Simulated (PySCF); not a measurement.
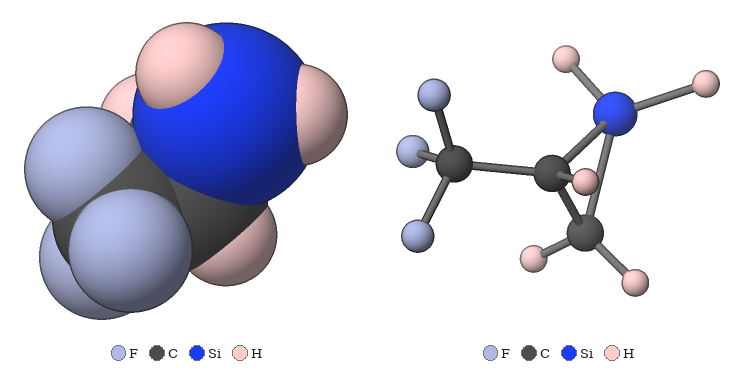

Two views of one molecule.

Identify the structure.

The molecule is C₃H₅F₃Si. As SMILES it reads `FC(F)(F)[C@H]1C[SiH2]1`. Independent rings (smallest set): 1 of 3 members. Among its groups: C–F bond, Si–H bond. The point group is C1. Coordination, clear cases only: 1 C tetrahedral.

More results for the same structure follow; atom numbers are the same in all pictures, views and colours differ. The computed structure is the end point of a PBE0-D3(BJ)/def2-SVP optimisation. No frequency run is at hand to confirm it as a minimum.

### Levels of theory compared

No frequency run is at hand to confirm it as a minimum. Program: PySCF 2.14.0.

At this fixed geometry, give HOMO energy (eV), dipole (D) at these levels: B3LYP/def2-TZVP; PBE0/6-311+G(2d,p); PBE0/6-31G*; PBE0/IGLO-III; PBE0/aug-cc-pVDZ; PBE0/cc-pVTZ; PBE0/pcSseg-0.

```json
{"level": "B3LYP/def2-TZVP", "HOMO energy (eV)": "−7.38", "dipole (D)": "2.71"}
{"level": "PBE0/6-311+G(2d,p)", "HOMO energy (eV)": "−7.62", "dipole (D)": "2.78"}
{"level": "PBE0/6-31G*", "HOMO energy (eV)": "−7.37", "dipole (D)": "2.30"}
{"level": "PBE0/IGLO-III", "HOMO energy (eV)": "−7.60", "dipole (D)": "2.72"}
{"level": "PBE0/aug-cc-pVDZ", "HOMO energy (eV)": "−7.59", "dipole (D)": "2.69"}
{"level": "PBE0/cc-pVTZ", "HOMO energy (eV)": "−7.56", "dipole (D)": "2.57"}
{"level": "PBE0/pcSseg-0", "HOMO energy (eV)": "−8.01", "dipole (D)": "2.92"}
```

### Charges

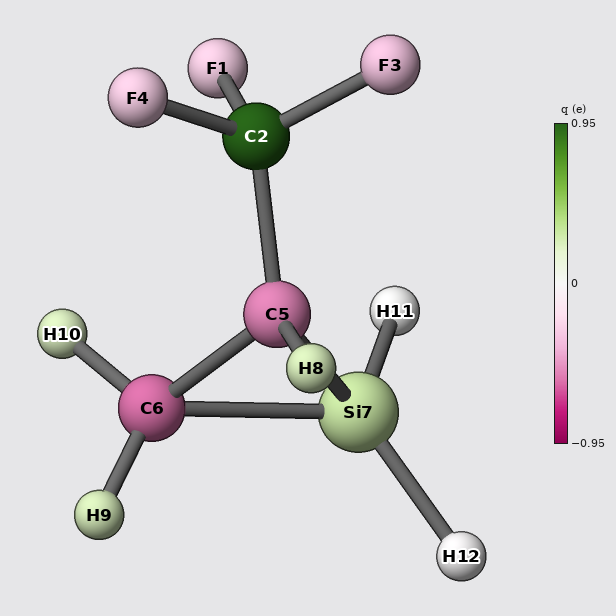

Atoms are coloured by their ESP-fitted charges. No frequency run is at hand to confirm it as a minimum. Method: PBE0/pcSseg-0, gas phase (PySCF 2.14.0).

Give the ESP-fitted charges atom by atom.

```tsv
atom	value (e)
F1	−0.26
C2	0.94
F3	−0.31
F4	−0.27
C5	−0.52
C6	−0.57
Si7	0.30
H8	0.24
H9	0.24
H10	0.22
H11	0.01
H12	−0.01
```

### NMR shielding

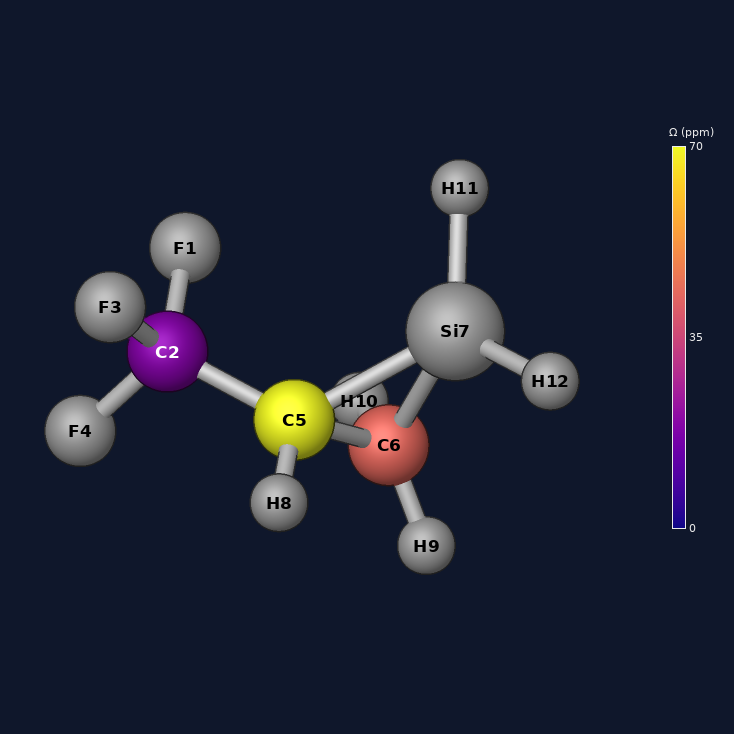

The C atoms are coloured by the span of their shielding tensor. No frequency run is at hand to confirm it as a minimum. Properties computed with GIAO PBE0/6-31G* NMR shielding, non-relativistic, gas phase (PySCF 2.14.0). Principal shieldings σ11 ≤ σ22 ≤ σ33, span Ω = σ33 − σ11, skew κ = 3(σiso − σ22)/Ω.

Question: Which C atom has the most anisotropic shielding?

Answer: C5, with a span of 70 ppm.

Give the shielding tensors of the C atoms.

| atom | σ11 | σ22 | σ33 | σiso | Ω | κ |
| --- | --- | --- | --- | --- | --- | --- |
| C2 | 59.6 | 71.6 | 78.3 | 69.8 | 18.7 | −0.29 |
| C5 | 154.7 | 169.5 | 224.3 | 182.8 | 69.6 | 0.58 |
| C6 | 176.1 | 197.9 | 219.1 | 197.7 | 43.0 | −0.01 |

Shieldings and span in ppm.

### Ring current

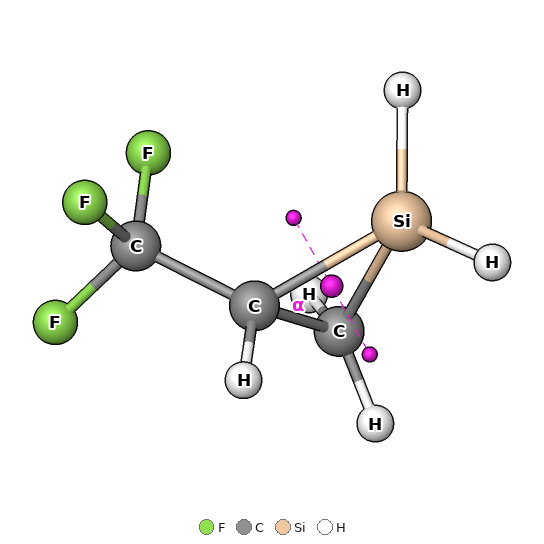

The small points mark where nucleus-independent chemical shifts (NICS) were computed: at the centre of each lettered ring and 1 Å above and below it. No frequency run is at hand to confirm it as a minimum. Properties computed with GIAO PBE0/def2-TZVP NMR shielding, non-relativistic, gas phase (PySCF 2.14.0).

Give NICS(0), NICS(1) and the out-of-plane component NICS(1)zz for each ring (means of the two sides).

| ring | members | NICS(0) | NICS(1) | NICS(1)zz |
| --- | --- | --- | --- | --- |
| α | C2Si | −27.0 | −8.2 | −17.7 |

Values in ppm.
